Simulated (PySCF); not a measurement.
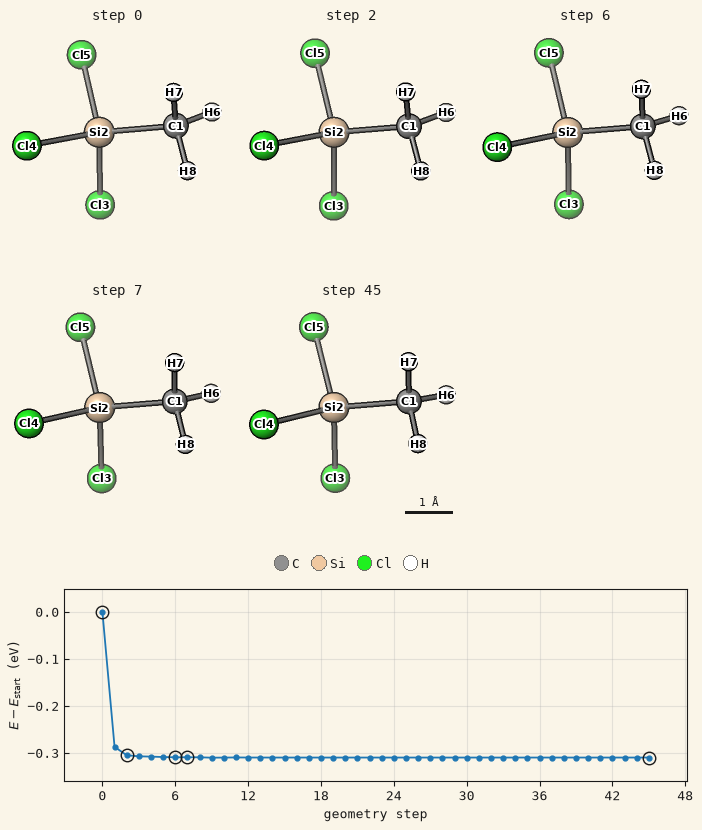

Frames of a relaxation of CH$_{3}$Cl$_{3}$Si, marked on the history of the run. The picture is a ball-and-stick view, seen at a tilt.

The start comes from GFN2-xTB. Its atoms were then displaced at random by about 0.03 Å.

These are results of PySCF 2.14.0, density-fitted response routines, PBE0-D3(BJ)/def2-SVP geometry optimisation, gas phase, not measurements. 

What happens along the run?

Over 45 geometry steps the energy falls by 0.309 eV. The atom that moves furthest after the best rigid fit is H6 (0.19 Å). Largest moves by element: H 0.19 Å, Cl 0.12 Å, C 0.09 Å, Si 0.01 Å. Among the contacts that change: C1–H6 1.013 → 1.100 Å, C1–H7 1.141 → 1.100 Å, Si2–Cl3 2.014 → 2.051 Å, C1–H8 1.129 → 1.100 Å. Among the angles between lasting bonds that change: Si2–C1–H6 118.8° → 110.1°, H7–C1–H8 101.7° → 108.8°, C1–Si2–Cl4 115.2° → 110.9°. From step 0 to 2: C and Cl atoms move most (0.08 Å), energy −0.304 eV. From step 2 to 6: H7 moves most (0.08 Å), energy −0.004 eV. From step 6 to 7: H7 moves most (0.06 Å), energy +0.000 eV. From step 7 to 45: H8 moves most (0.05 Å), energy −0.001 eV.

```
step  E − E(0), eV
   0        0.0000
   1       -0.2868
   2       -0.3045
   3       -0.3068
   4       -0.3074
   5       -0.3083
   6       -0.3089
   7       -0.3088
   8       -0.3089
   9       -0.3097
  10       -0.3095
  12       -0.3094
  14       -0.3094
  16       -0.3094
  17       -0.3094
  19       -0.3094
  21       -0.3094
  23       -0.3094
  25       -0.3094
  27       -0.3094
  28       -0.3094
  30       -0.3094
  32       -0.3094
  34       -0.3094
  36       -0.3094
  38       -0.3094
  39       -0.3094
  41       -0.3094
  43       -0.3094
  45       -0.3094
```
